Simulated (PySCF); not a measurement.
**Two runs on C₃H₁₀AlClS**

System: C₃H₁₀AlClS.
Method of the first run: GIAO PBE0/pcSseg-1 NMR shielding, non-relativistic, gas phase (PySCF 2.14.0).

The geometry comes from this level: PBE0-D3(BJ)/def2-SVP. Text and figures count atoms from 1; the logs count them from 0 in places.

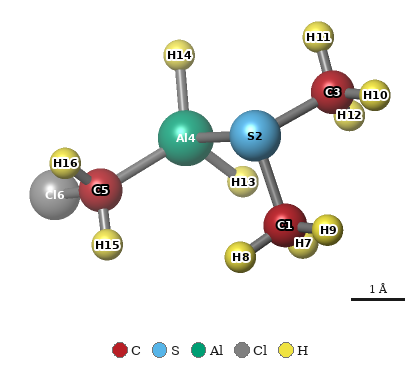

Fig. 1: The structure (ball-and-stick view, seen at a tilt; atoms are numbered from 1 in the order of the input). Sticks mark near contacts. Bond lengths as drawn: Al–C 1.98 Å, Al–H 1.60 Å, Al–S 2.49 Å, C–Cl 1.82 Å, C–H 1.10 Å and C–S 1.80 Å.

Input, the first run:
```
{"job": {"kind": "nmr", "xc": "PBE0", "basis": "pcSseg-1"}, "charge": 0, "multiplicity": 1}
C     -0.962566     1.573192     0.543816
S     -0.756446    -0.170524     0.959235
C     -2.190422    -0.895001     0.137898
Al     0.998244    -0.838598    -0.677723
C      2.623004     0.002029     0.092487
Cl     3.839380    -0.434160    -1.189084
H     -0.981867     1.704670    -0.547565
H     -0.095761     2.104073     0.959882
H     -1.881061     1.961068     1.005428
H     -3.113875    -0.534288     0.611207
H     -2.111165    -1.982696     0.266792
H     -2.179157    -0.653328    -0.934817
H      0.330089    -0.085076    -1.927247
H      0.838919    -2.421341    -0.525868
H      2.640417     1.099122     0.175374
H      2.996374    -0.420332     1.036893
```

The first line tells a small driver script what to run in PySCF; the rest is the geometry in Å.

Hardware: 1 CPU thread, shared host.

Output (the first run):
```
coarse grid: 14336 points
cycle   1  E = -1220.4771137879  dE =  1.111e-01  |g| = 2.900e-01  |ddm| = 3.395e+00
cycle   2  E = -1220.4894884145  dE = -1.237e-02  |g| = 2.333e-01  |ddm| = 6.084e-01
cycle   3  E = -1220.5024183936  dE = -1.293e-02  |g| = 4.757e-02  |ddm| = 2.530e-01
cycle   4  E = -1220.5029484591  dE = -5.301e-04  |g| = 1.542e-02  |ddm| = 5.867e-02
cycle   5  E = -1220.5030051764  dE = -5.672e-05  |g| = 3.540e-03  |ddm| = 1.833e-02
cycle   6  E = -1220.5030075236  dE = -2.347e-06  |g| = 1.290e-03  |ddm| = 4.281e-03
final grid: 122728 points
cycle   7  E = -1220.5394150777  dE = -2.464e-05  |g| = 8.564e-03  |ddm| = 2.440e-02
cycle   8  E = -1220.5394071881  dE =  7.890e-06  |g| = 1.005e-02  |ddm| = 1.429e-02
cycle   9  E = -1220.5394316281  dE = -2.444e-05  |g| = 6.397e-04  |ddm| = 8.188e-03
cycle  10  E = -1220.5394317129  dE = -8.479e-08  |g| = 1.003e-04  |ddm| = 7.348e-04
cycle  11  E = -1220.5394317151  dE = -2.186e-09  |g| = 4.229e-05  |ddm| = 1.536e-04
cycle  12  E = -1220.5394317155  dE = -4.404e-10  |g| = 1.270e-05  |ddm| = 4.983e-05
converged SCF energy = -1220.5394317155

GIAO shielding tensors (ppm)
atom      isotropic    diamagn.    paramagn.     s11        s22        s33       span
  0 C      160.490     253.672     -93.182    144.475    151.368    185.627     41.153
  1 S      591.687    1060.015    -468.328    461.694    579.531    733.836    272.143
  2 C      162.298     252.639     -90.341    145.390    154.181    187.323     41.933
  3 Al     429.696     795.142    -365.445    391.821    416.600    480.668     88.847
  4 C      156.107     251.669     -95.562    131.337    134.622    202.361     71.025
  5 Cl     978.148    1144.255    -166.107    838.693    973.013   1122.738    284.045
  6 H       29.140      31.398      -2.257     24.812     27.733     34.877     10.065
  7 H       29.312      31.280      -1.968     24.088     27.107     36.740     12.651
  8 H       29.191      29.641      -0.450     23.823     26.458     37.292     13.469
  9 H       29.250      28.913       0.336     23.874     26.493     37.382     13.508
 10 H       29.141      29.712      -0.572     24.071     26.140     37.212     13.141
 11 H       29.170      30.574      -1.404     24.314     27.890     35.305     10.991
 12 H       27.529      29.923      -2.394     24.075     27.813     30.699      6.624
 13 H       27.299      29.505      -2.206     23.448     26.735     31.714      8.266
 14 H       28.892      30.858      -1.966     23.144     28.442     35.090     11.946
 15 H       28.763      29.984      -1.221     22.860     28.508     34.922     12.062
```

For the second run the input was changed thus:
```diff
-"xc": "PBE0"
+"xc": "mPW1PW91"
+"pop": false
```

Predict how the results change.

The total energies belong to different methods, so their difference says nothing on which is more stable or more accurate. Of all shieldings, the largest change is that of S2, by −3.7 ppm. The functional changes from PBE0 to mPW1PW91. The number of SCF iterations is the same.

Output (the second run):
```
coarse grid: 14336 points
cycle   1  E = -1221.0578054776  dE =  1.090e-01  |g| = 2.903e-01  |ddm| = 3.395e+00
cycle   2  E = -1221.0706450761  dE = -1.284e-02  |g| = 2.330e-01  |ddm| = 6.163e-01
cycle   3  E = -1221.0835330837  dE = -1.289e-02  |g| = 4.656e-02  |ddm| = 2.535e-01
cycle   4  E = -1221.0840368250  dE = -5.037e-04  |g| = 1.555e-02  |ddm| = 5.826e-02
cycle   5  E = -1221.0840945479  dE = -5.772e-05  |g| = 3.493e-03  |ddm| = 1.845e-02
cycle   6  E = -1221.0840968489  dE = -2.301e-06  |g| = 1.223e-03  |ddm| = 4.154e-03
final grid: 122728 points
cycle   7  E = -1221.1183538255  dE = -2.416e-05  |g| = 6.043e-03  |ddm| = 2.156e-02
cycle   8  E = -1221.1183504218  dE =  3.404e-06  |g| = 6.885e-03  |ddm| = 1.010e-02
cycle   9  E = -1221.1183617041  dE = -1.128e-05  |g| = 5.012e-04  |ddm| = 5.762e-03
cycle  10  E = -1221.1183617612  dE = -5.710e-08  |g| = 8.981e-05  |ddm| = 5.856e-04
cycle  11  E = -1221.1183617630  dE = -1.810e-09  |g| = 3.725e-05  |ddm| = 1.325e-04
cycle  12  E = -1221.1183617633  dE = -3.297e-10  |g| = 1.142e-05  |ddm| = 3.683e-05
converged SCF energy = -1221.1183617633

GIAO shielding tensors (ppm)
atom      isotropic    diamagn.    paramagn.     s11        s22        s33       span
  0 C      159.601     253.677     -94.076    143.788    150.508    184.506     40.718
  1 S      588.028    1060.310    -472.282    457.978    575.115    730.992    273.014
  2 C      161.362     252.613     -91.251    144.622    153.310    186.155     41.533
  3 Al     430.210     795.217    -365.007    392.062    417.231    481.337     89.275
  4 C      154.910     251.782     -96.871    130.107    133.374    201.251     71.144
  5 Cl     976.842    1144.453    -167.611    836.416    972.008   1122.102    285.686
  6 H       29.171      31.484      -2.313     24.849     27.769     34.896     10.047
  7 H       29.361      31.349      -1.988     24.164     27.172     36.749     12.585
  8 H       29.240      29.668      -0.428     23.902     26.518     37.299     13.397
  9 H       29.295      28.930       0.365     23.953     26.549     37.385     13.432
 10 H       29.189      29.757      -0.569     24.146     26.205     37.214     13.068
 11 H       29.203      30.646      -1.443     24.359     27.925     35.323     10.963
 12 H       27.618      30.055      -2.437     24.163     27.901     30.791      6.628
 13 H       27.397      29.606      -2.209     23.552     26.839     31.801      8.249
 14 H       28.944      30.938      -1.994     23.227     28.482     35.124     11.897
 15 H       28.817      30.040      -1.223     22.947     28.556     34.949     12.003
```

The two runs side by side:

```csv
quantity,the first run,the second run
outcome,converged,converged
total energy (hartree),−1220.539432,−1221.118362
HOMO (eV),−7.07,−7.10
LUMO (eV),−0.18,−0.17
dipole moment (D),6.61,6.62
shielding of C1 (ppm),160.5,159.6
shielding of S2 (ppm),591.7,588.0
shielding of C3 (ppm),162.3,161.4
shielding of Al4 (ppm),429.7,430.2
shielding of C5 (ppm),156.1,154.9
shielding of Cl6 (ppm),978.1,976.8
shielding of H14 (ppm),27.3,27.4
SCF iterations,12,12
basis functions,173,173
wall time (shared host),35 s,30 s
```
